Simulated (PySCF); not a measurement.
```xyz
15

C     2.9739    0.0452    0.2322
C     1.8877   -0.6247    0.9295
C     0.6134   -0.8431    0.9107
C    -0.3814   -0.3067   -0.1163
O    -1.4954    0.2071    0.5416
Si   -2.9393    0.6522   -0.0366
H     2.6019    0.6965   -0.5690
H     3.6470   -0.6904   -0.2091
H     3.5456    0.6583    0.9299
H     0.1296   -1.4441    1.6713
H     0.0921    0.4719   -0.7260
H    -0.6810   -1.1310   -0.7787
H    -2.8256    1.7971   -0.9465
H    -3.5677   -0.4445   -0.7828
H    -3.6053    0.9643    1.2156
```

Geometry: GFN2-xTB.

The calculation used UKS B3LYP, pcH-1 on C H O Si, non-relativistic, mean-field spin-orbit, GIAO (PySCF).

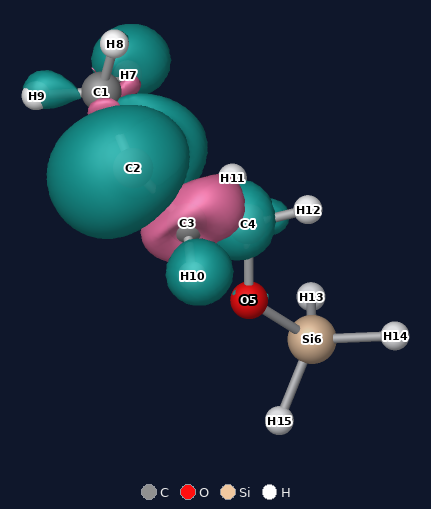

C4H9OSi (doublet). Isosurfaces of the spin density (α minus β) at +0.015 (teal) and −0.015 e/Å³ (pink), seen at an oblique angle.

**Describe the spin distribution.**

The unpaired spin (1 electron) lies mostly on C2 (about 0.7), in electrons by Hirshfeld's partition.
